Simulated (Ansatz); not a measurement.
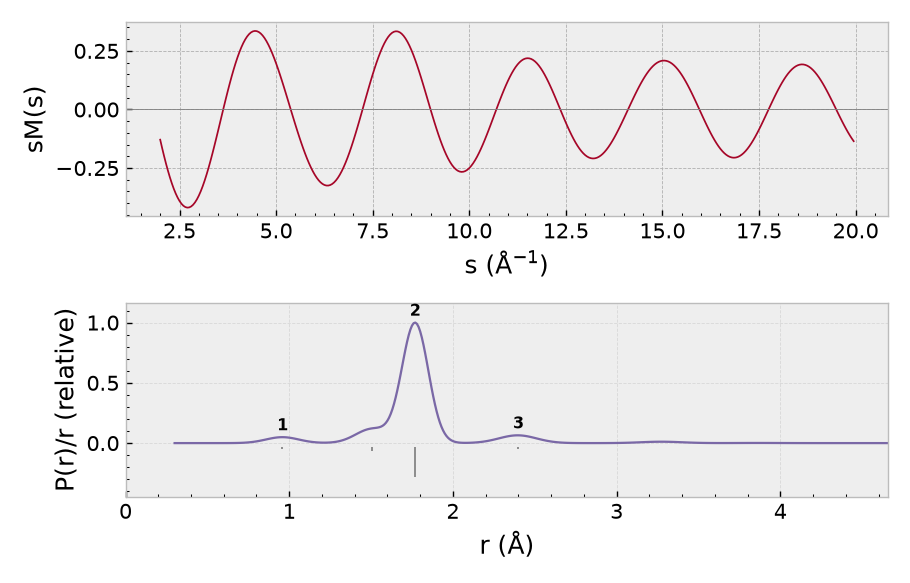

Simulated gas electron diffraction: reduced molecular intensity sM(s) from the Debye equation in the first Born approximation (top) and the radial distribution curve (bottom) of H2OZn. Each pair of atoms contributes with weight ZᵢZⱼ/r (bars below the curve); damping constant 0.002 Å²; vibrational amplitudes assumed, not computed: 0.05 Å for bonds, 0.078 Å for bonds to H, 0.06 + 0.015 r up to 0.15 Å for other pairs. The geometry is the end point of an optimisation (Ansatz 0.2.0, RKS CAM-B3LYP/def2-TZVP); it may be a saddle point or a higher isomer.

Assign the numbered peaks of the radial distribution curve (– bonded, ··· not bonded).

Peak 1, 0.96 Å: O–H 0.96 Å
Peak 2, 1.77 Å: Zn–O 1.77 Å; in its flanks Zn–H 1.51 Å
Peak 3, 2.40 Å: Zn···H 2.40 Å
